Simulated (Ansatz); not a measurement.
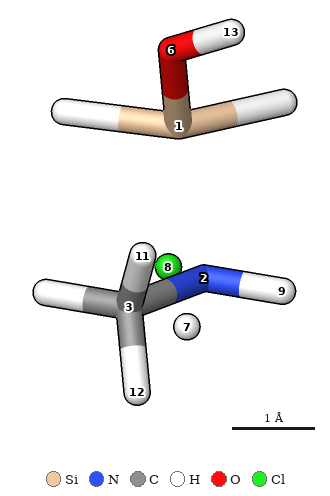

*The input geometry (stick view, seen at an oblique angle; atoms are numbered from 1 in the order of the input).*

# Geometry relaxation of CH₈ClNOSi (part 1 of 2)

- system: CH₈ClNOSi
- method: RKS B3LYP-D4/def2-SVP (Ansatz 0.2.0)

The input holds or restrains some coordinates. It belongs to a series of runs on one base structure; here: pulled along the bonds that form and break, towards end B. Figures and captions count atoms from 1; the log counts them from 0 in places.

Input:
```yaml
crystal:
  periodic: [false, false, false]
  atoms:
    - { symbol: Si, position_ang: [-0.3343, 0.1691, 1.3828] }
    - { symbol: "N", position_ang: [0.5332, -0.484, -0.44] }
    - { symbol: C, position_ang: [0.1329, 0.2148, -1.6382] }
    - { symbol: H, position_ang: [-0.3024, 1.6108, 1.4634] }
    - { symbol: H, position_ang: [-0.1616, -0.971, 2.2646] }
    - { symbol: O, position_ang: [-1.8996, 0.1367, 0.9062] }
    - { symbol: H, position_ang: [1.7275, -0.1526, 0.0519] }
    - { symbol: Cl, position_ang: [2.1323, 0.3991, 1.668] }
    - { symbol: H, position_ang: [0.5118, -1.4882, -0.5603] }
    - { symbol: H, position_ang: [0.1975, 1.2849, -1.4567] }
    - { symbol: H, position_ang: [-0.9019, -0.0279, -1.8985] }
    - { symbol: H, position_ang: [0.7756, -0.0397, -2.4859] }
    - { symbol: H, position_ang: [-2.411, -0.6521, 0.7427] }
basis:
  gaussian: { orbitals: def2-SVP }
hamiltonian:
  xc: b3lyp
  dispersion: d4
relax:
  f_tol: 0.15
  max_steps: 25
  restrain:
    - { distance: [0, 7], at: 2.13, k: 30.0 }
    - { distance: [6, 1], at: 1.02, k: 30.0 }
    - { distance: [0, 1], at: 3.12, k: 30.0 }
    - { distance: [6, 7], at: 2.63, k: 30.0 }
```

Command:
```bash
ansatz run input.yaml --threads 2 --pin off --max-ram 3072MiB --backend cpu --events-out ev --progress --plain --runs-dir out
```

Log:
```
The last accepted step is kept in [file] (removed where the run ends without a failure and the disk answers)
Engine: ansatz 0.2.0, x86_64-unknown-linux-gnu
Functional definition: B3LYP
  parameter a0 = 0.2
  parameter ax = 0.72
  parameter ac = 0.81
  exchange = (1 - a0 - ax)*slater_x + ax*b88_x + a0*exact_x
  correlation = (1 - ac)*vwn_rpa_c + ac*lyp_c
1247 factors; integrals over basis functions are off by at most 5.9e-4 eV
mean field evaluation 1: about -25087.5276 eV, gradient 6.8e1 eV
mean field evaluation 2: about -25073.6663 eV, gradient 1.1e2 eV
mean field evaluation 4: about -25096.5115 eV, gradient 3.9e0 eV
mean field evaluation 8: about -25096.5584 eV, gradient 9.7e-2 eV
mean field -25096.55841472 eV, -922.2815106825 hartree, gradient 3.6e-5 eV, S^2 0.000000; 0 other end points of the search recorded, 0 dependent functions left out
the calculation of the forces begins
reference -25096.55867300 eV, -922.2815201742 hartree; 30, 30 occupied and 88, 88 virtual orbitals, 1247 factors
relax step   1: F+E_penalty+E_count = -25097.02082125 eV  Δ(F+E_penalty+E_count) = +0.000e0 eV  max|allowed force component| = 2.732e0 eV/Å  E_restraint = 29.89061200 eV  max|allowed force component, restraints' pulls added| = 2.828e1 eV/Å  Δτ_max = 0.0000 Å  (26 SCF iters, accepted)
  distance Si 0 - Cl 7 = 2.4937 Å
  distance H 6 - N 1 = 1.3335 Å
  distance Si 0 - N 1 = 2.1217 Å
  distance H 6 - Cl 7 = 1.7550 Å
these checks for a lower state are left out or cut short: starts, cluster_reference, orbital_swaps, neighbouring_geometries, increment
1247 factors; integrals over basis functions are off by at most 5.3e-4 eV
mean field evaluation 16: about -25095.5740 eV, gradient 1.5e1 eV
mean field -25096.48994541 eV, -922.2789944818 hartree, gradient 1.6e-5 eV, S^2 0.000000; 0 other end points of the search recorded, 0 dependent functions left out
[... from here on the field's lines of each further geometry are left out, up to the last ...]
relax step   2: F+E_penalty+E_count = -25096.93963636 eV  Δ(F+E_penalty+E_count) = +8.118e-2 eV  max|allowed force component| = 4.248e0 eV/Å  E_restraint = 13.40834311 eV  max|allowed force component, restraints' pulls added| = 1.785e1 eV/Å  Δτ_max = 0.1949 Å  (30 SCF iters, accepted)
relax step   3: F+E_penalty+E_count = -25096.42213014 eV  Δ(F+E_penalty+E_count) = +5.175e-1 eV  max|allowed force component| = 2.928e0 eV/Å  E_restraint = 3.59386884 eV  max|allowed force component, restraints' pulls added| = 7.838e0 eV/Å  Δτ_max = 0.1948 Å  (30 SCF iters, accepted)
relax step   4: F+E_penalty+E_count = -25096.37920599 eV  Δ(F+E_penalty+E_count) = +4.292e-2 eV  max|allowed force component| = 2.588e0 eV/Å  E_restraint = 0.19924552 eV  max|allowed force component, restraints' pulls added| = 9.655e-1 eV/Å  Δτ_max = 0.1934 Å  (30 SCF iters, accepted)
relax step   5: F+E_penalty+E_count = -25096.83776918 eV  Δ(F+E_penalty+E_count) = -4.586e-1 eV  max|allowed force component| = 1.005e0 eV/Å  E_restraint = 0.03835921 eV  max|allowed force component, restraints' pulls added| = 7.791e-1 eV/Å  Δτ_max = 0.1949 Å  (30 SCF iters, accepted)
relax step   6: F+E_penalty+E_count = -25097.21277726 eV  Δ(F+E_penalty+E_count) = -3.750e-1 eV  max|allowed force component| = 9.400e-1 eV/Å  E_restraint = 0.00855132 eV  max|allowed force component, restraints' pulls added| = 6.586e-1 eV/Å  Δτ_max = 0.1969 Å  (29 SCF iters, accepted)
relax step   7: F+E_penalty+E_count = -25097.59350199 eV  Δ(F+E_penalty+E_count) = -3.807e-1 eV  max|allowed force component| = 8.108e-1 eV/Å  E_restraint = 0.00556230 eV  max|allowed force component, restraints' pulls added| = 6.413e-1 eV/Å  Δτ_max = 0.1961 Å  (29 SCF iters, accepted)
relax step   8: F+E_penalty+E_count = -25097.87885138 eV  Δ(F+E_penalty+E_count) = -2.853e-1 eV  max|allowed force component| = 7.477e-1 eV/Å  E_restraint = 0.00124599 eV  max|allowed force component, restraints' pulls added| = 7.235e-1 eV/Å  Δτ_max = 0.1951 Å  (29 SCF iters, accepted)
relax step   9: F+E_penalty+E_count = -25098.01870289 eV  Δ(F+E_penalty+E_count) = -1.399e-1 eV  max|allowed force component| = 8.531e-1 eV/Å  E_restraint = 0.00431801 eV  max|allowed force component, restraints' pulls added| = 6.670e-1 eV/Å  Δτ_max = 0.1949 Å  (28 SCF iters, accepted)
relax step  10: F+E_penalty+E_count = -25098.15299690 eV  Δ(F+E_penalty+E_count) = -1.343e-1 eV  max|allowed force component| = 8.179e-1 eV/Å  E_restraint = 0.00761058 eV  max|allowed force component, restraints' pulls added| = 5.552e-1 eV/Å  Δτ_max = 0.2000 Å  (28 SCF iters, accepted)
relax step  11: F+E_penalty+E_count = -25098.26987094 eV  Δ(F+E_penalty+E_count) = -1.169e-1 eV  max|allowed force component| = 1.092e0 eV/Å  E_restraint = 0.01048649 eV  max|allowed force component, restraints' pulls added| = 1.092e0 eV/Å  Δτ_max = 0.1945 Å  (28 SCF iters, accepted)
relax step  12: F+E_penalty+E_count = -25098.40731415 eV  Δ(F+E_penalty+E_count) = -1.374e-1 eV  max|allowed force component| = 9.337e-1 eV/Å  E_restraint = 0.00640584 eV  max|allowed force component, restraints' pulls added| = 9.337e-1 eV/Å  Δτ_max = 0.1949 Å  (28 SCF iters, accepted)
relax step  13: F+E_penalty+E_count = -25098.55146093 eV  Δ(F+E_penalty+E_count) = -1.441e-1 eV  max|allowed force component| = 7.137e-1 eV/Å  E_restraint = 0.00979821 eV  max|allowed force component, restraints' pulls added| = 5.403e-1 eV/Å  Δτ_max = 0.1982 Å  (28 SCF iters, accepted)
relax step  14: F+E_penalty+E_count = -25098.65169600 eV  Δ(F+E_penalty+E_count) = -1.002e-1 eV  max|allowed force component| = 6.748e-1 eV/Å  E_restraint = 0.01442933 eV  max|allowed force component, restraints' pulls added| = 6.564e-1 eV/Å  Δτ_max = 0.1942 Å  (27 SCF iters, accepted)
relax step  15: F+E_penalty+E_count = -25098.68575371 eV  Δ(F+E_penalty+E_count) = -3.406e-2 eV  max|allowed force component| = 7.815e-1 eV/Å  E_restraint = 0.00590590 eV  max|allowed force component, restraints' pulls added| = 7.815e-1 eV/Å  Δτ_max = 0.2000 Å  (28 SCF iters, accepted)
relax step  16: F+E_penalty+E_count = -25098.73309016 eV  Δ(F+E_penalty+E_count) = -4.734e-2 eV  max|allowed force component| = 6.152e-1 eV/Å  E_restraint = 0.01166925 eV  max|allowed force component, restraints' pulls added| = 3.943e-1 eV/Å  Δτ_max = 0.1974 Å  (28 SCF iters, accepted)
relax step  17: F+E_penalty+E_count = -25098.74497910 eV  Δ(F+E_penalty+E_count) = -1.189e-2 eV  max|allowed force component| = 6.245e-1 eV/Å  E_restraint = 0.00592752 eV  max|allowed force component, restraints' pulls added| = 3.050e-1 eV/Å  Δτ_max = 0.1462 Å  (28 SCF iters, accepted)
relax step  18: F+E_penalty+E_count = -25098.75327441 eV  Δ(F+E_penalty+E_count) = -8.295e-3 eV  max|allowed force component| = 4.024e-1 eV/Å  E_restraint = 0.00406711 eV  max|allowed force component, restraints' pulls added| = 2.431e-1 eV/Å  Δτ_max = 0.0532 Å  (26 SCF iters, accepted)
the calculation of the forces begins
reference -25098.31027647 eV, -922.3458904147 hartree; 30, 30 occupied and 88, 88 virtual orbitals, 1248 factors
relax step  19: F+E_penalty+E_count = -25098.75422418 eV  Δ(F+E_penalty+E_count) = -9.498e-4 eV  max|allowed force component| = 4.576e-1 eV/Å  E_restraint = 0.00261222 eV  max|allowed force component, restraints' pulls added| = 1.326e-1 eV/Å  Δτ_max = 0.0607 Å  (28 SCF iters, accepted)
```

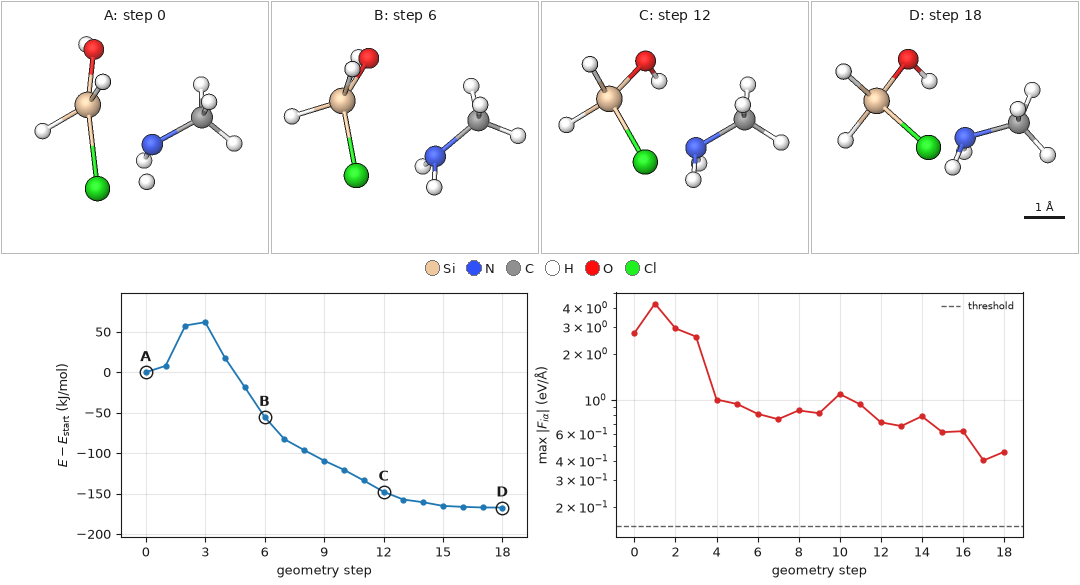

*Frames of the restrained relaxation (ball-and-stick view, seen at a tilt) above the curves, on which the letters mark them (the first geometry is step 0 here and step 1 in the log).*

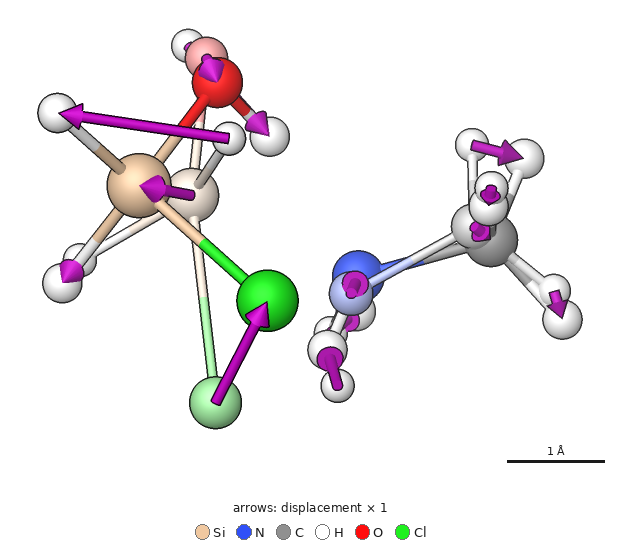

*Start (faint) and end (solid) with the displacements as pink arrows, at true length (ball-and-stick view, seen at a tilt). The two geometries are laid on each other by the best rigid fit.*

The largest move after the best rigid fit is that of H4, 1.80 Å. Largest moves by element: H 1.80 Å, Cl 1.25 Å, Si 0.75 Å, N 0.60 Å, O 0.46 Å, C 0.30 Å. Among the contacts that change: Si1–Cl8 2.494 → 2.125 Å, N2–H7 1.333 → 1.021 Å, O6–H13 0.954 → 0.998 Å, Si1–H5 1.452 → 1.489 Å. New bonds form: N2–H7 (1.33 → 1.02 Å). Among the angles that change: O6–Si1–Cl8 168.9° → 111.8°, H4–Si1–H5 138.4° → 111.8°, H4–Si1–Cl8 83.1° → 106.4°. Over 18 geometry steps the energy falls by 167.2 kJ/mol. Largest force component: 2.7 eV/Å at the start, 0.46 eV/Å at the end. (Atoms are counted from 1 in the order of the input.)

```
  distance Si 0 - Cl 7 = 2.1253 Å
  distance H 6 - N 1 = 1.0214 Å
  distance Si 0 - N 1 = 3.1322 Å
  distance H 6 - Cl 7 = 2.6316 Å
1248 factors; integrals over basis functions are off by at most 5.1e-4 eV
mean field -25098.31000539 eV, -922.3458804526 hartree, gradient 7.4e-6 eV, S^2 0.000000; 1 other end points of the search recorded, 0 dependent functions left out
the calculation of the forces begins
reference -25098.31027647 eV, -922.3458904147 hartree; 30, 30 occupied and 88, 88 virtual orbitals, 1248 factors
Total energy: -25098.75449526 eV, -922.3622151539 hartree
Atom 0 at    -0.371573     0.482535     2.059658 Å, force     0.106132     0.275574     0.285415 eV/Å
Atom 1 at     0.194049    -0.866717    -0.709820 Å, force     0.001208    -0.286907    -0.457599 eV/Å
Atom 2 at     0.254690     0.038266    -1.863333 Å, force     0.014556     0.128135     0.132634 eV/Å
Atom 3 at    -0.858678     1.350121     3.155782 Å, force     0.000545     0.000043     0.017375 eV/Å
Atom 4 at     0.106248    -0.834031     2.566473 Å, force    -0.028373    -0.001249     0.003395 eV/Å
Atom 5 at    -1.532458     0.368356     0.910297 Å, force    -0.002413    -0.042409     0.046662 eV/Å
Atom 6 at     1.044736    -0.760255    -0.154560 Å, force     0.022412    -0.036221    -0.018445 eV/Å
Atom 7 at     1.394901     1.397084     1.311195 Å, force    -0.148237    -0.024438     0.100776 eV/Å
Atom 8 at     0.158773    -1.839744    -1.017424 Å, force     0.009134    -0.012845     0.036340 eV/Å
Atom 9 at     0.319990     1.065892    -1.477116 Å, force     0.008970     0.032951    -0.084909 eV/Å
Atom 10 at    -0.672225    -0.038712    -2.452374 Å, force     0.015400    -0.037208    -0.002344 eV/Å
Atom 11 at     1.115575    -0.133128    -2.535133 Å, force    -0.014219    -0.024218    -0.010787 eV/Å
Atom 12 at    -1.154029    -0.229767     0.206354 Å, force     0.014886     0.028793    -0.048514 eV/Å
Dipole moment:     0.203734    -0.492522    -0.383150 e Å
```

Trajectory as extended XYZ (Å, eV, eV/Å), 17 of the 19 frames kept, from step=1 to step=19:
```
13
Properties=species:S:1:pos:R:3:forces:R:3 step=1 energy=-25097.02082
Si   -0.3343    0.1691    1.3828    1.4398  -0.6698  -1.8856
N     0.5332   -0.4840   -0.4400    2.2894   1.4172   2.6148
C     0.1329    0.2148   -1.6382   -0.2124  -0.1179  -0.1885
H    -0.3024    1.6108    1.4634    0.2895   0.5754   0.3214
H    -0.1616   -0.9710    2.2646    0.0304  -0.3053   0.5476
O    -1.8996    0.1367    0.9062   -1.4048   0.2595  -0.4560
H     1.7275   -0.1526    0.0519   -2.7319  -0.6762  -0.6373
Cl    2.1323    0.3991    1.6680    0.5960   0.0309   0.0066
H     0.5118   -1.4882   -0.5603   -0.0510  -0.4970   0.0414
H     0.1975    1.2849   -1.4567    0.0163   0.4492  -0.0332
H    -0.9019   -0.0279   -1.8985   -0.2921   0.0509  -0.0996
H     0.7756   -0.0397   -2.4859    0.1621  -0.0329  -0.2490
H    -2.4110   -0.6521    0.7427   -0.1312  -0.4839   0.0175
13
Properties=species:S:1:pos:R:3:forces:R:3 step=2 energy=-25096.93964
Si   -0.3323    0.2242    1.5294    1.0575  -1.0678  -2.4464
N     0.6441   -0.5191   -0.5551    1.5616   1.7373   4.2482
C     0.1329    0.2166   -1.6584    0.4351  -0.0114  -0.7770
H    -0.2985    1.6325    1.4731    0.0097   1.4096   0.4369
H    -0.1599   -0.9794    2.2818   -0.1381  -0.6712   0.9104
O    -1.8915    0.1409    0.9108   -0.2142   0.1612  -0.1121
H     1.6556   -0.2170   -0.1175   -2.5972  -0.9084  -1.3096
Cl    2.0728    0.4443    1.8164   -0.1934  -0.0122   0.0747
H     0.5135   -1.5100   -0.5725    0.1377  -0.8872  -0.2650
H     0.1986    1.2878   -1.4570    0.0131   0.2613  -0.0040
H    -0.9058   -0.0288   -1.8983   -0.2026  -0.1019   0.1170
H     0.7757   -0.0370   -2.4973   -0.0457   0.3221  -1.0081
H    -2.4052   -0.6551    0.7446    0.1765  -0.2315   0.1350
13
Properties=species:S:1:pos:R:3:forces:R:3 step=3 energy=-25096.42213
Si   -0.3238    0.2832    1.6962    0.1406  -1.3196  -2.9284
N     0.7431   -0.5593   -0.6714   -2.0968  -0.2115   2.8444
C     0.1428    0.2171   -1.6829    0.4406   0.0276  -0.9634
H    -0.3013    1.6680    1.4850   -0.2649   1.7501   0.4678
H    -0.1639   -0.9957    2.3058   -0.3098  -0.8049   1.1083
O    -1.8697    0.1439    0.9176    0.7496   0.1863   0.4562
H     1.6140   -0.2862   -0.2947    1.3003   0.2502   0.3425
Cl    1.9702    0.4848    1.9533   -0.3555  -0.0402   0.0931
H     0.5171   -1.5327   -0.5818    0.1384  -0.4689  -0.2715
H     0.2000    1.2889   -1.4564    0.0282   0.1043   0.0084
H    -0.9053   -0.0323   -1.8923   -0.0237  -0.1418   0.1903
H     0.7714   -0.0252   -2.5291   -0.2444   0.6576  -1.6045
H    -2.3946   -0.6547    0.7507    0.4974   0.0107   0.2567
```
